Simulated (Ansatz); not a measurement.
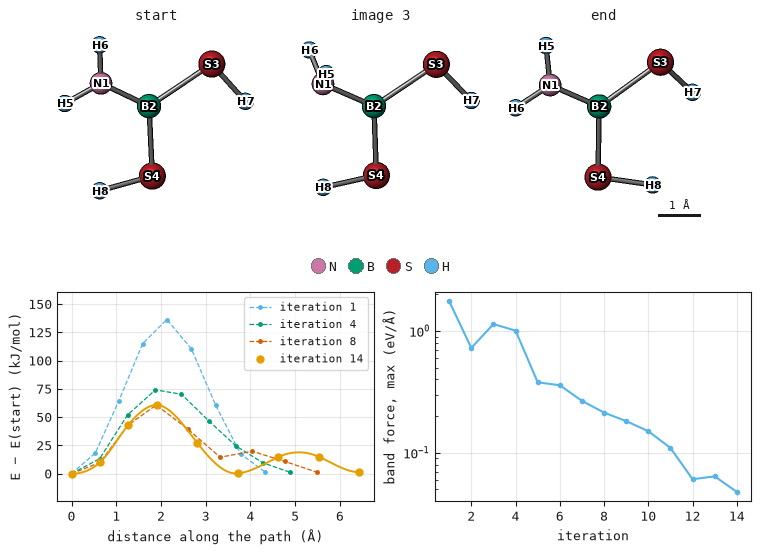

A nudged-elastic-band calculation for BNH4S2. Images are numbered from 0 (start) to 8 (end). The plot follows the band through its iterations. The picture is a ball-and-stick view, seen at a tilt.

The calculation used RKS BHLYP-D4/def2-SVP in Ansatz.

Input file:
```yaml
crystal:
  periodic: [false, false, false]
  atoms:
    - { symbol: "N", position_ang: [-0.561119, 1.094149, -0.008779] }
    - { symbol: B, position_ang: [0.225459, -0.056451, -0.011749] }
    - { symbol: S, position_ang: [2.043196, 0.130373, -0.042507] }
    - { symbol: S, position_ang: [-0.470489, -1.74314, 0.01275] }
    - { symbol: H, position_ang: [-1.563858, 1.080502, 0.003729] }
    - { symbol: H, position_ang: [-0.169304, 2.018764, -0.019457] }
    - { symbol: H, position_ang: [2.357947, -1.170858, -0.027346] }
    - { symbol: H, position_ang: [-1.769533, -1.410439, 0.03756] }
basis:
  gaussian: { orbitals: def2-SVP }
hamiltonian:
  xc: { name: BHLYP }
  dispersion: d4
neb:
  order_check: false
  images: 7
  f_tol: 0.05
  max_iterations: 36
  initial_path: idpp
  final_atoms:
    - { symbol: "N", position_ang: [-0.55347943, 1.34876786, -0.0452039] }
    - { symbol: B, position_ang: [-0.01763951, 0.06318169, -0.00889052] }
    - { symbol: S, position_ang: [1.79436101, -0.10404883, 0.17680686] }
    - { symbol: S, position_ang: [-1.17165782, -1.34898487, -0.14975936] }
    - { symbol: H, position_ang: [0.01319833, 2.17683639, -0.0711883] }
    - { symbol: H, position_ang: [-1.54084398, 1.529473, -0.04756883] }
    - { symbol: H, position_ang: [1.89895472, -1.40154296, -0.12977614] }
    - { symbol: H, position_ang: [-0.33059431, -2.32078228, 0.21978119] }
```

Run as
```bash
ansatz run input.yaml --threads 1 --pin off --max-ram 2048MiB --backend cpu --events-out ev --progress --plain --runs-dir out
```

Question: How did the profile develop, and is the result final?

Answer: The run is converged, with reservations. The band converged in 14 iterations. The largest component of the band force went from 1.8 to 0.048 eV/Å. The climbing image converged on the top of the path. Its vibrational analysis gives one imaginary mode (425i cm⁻¹), as a transition state must have. The first iteration put the highest image at 136.4 kJ/mol. The highest point, image 3, lies 60.7 kJ/mol above the start and 59.4 kJ/mol above the end; the end is at +1.3 kJ/mol relative to the start. The profile has 2 maxima (images 3, 7) with a dip at image 5 (+0.3 kJ/mol), so the process runs in steps.
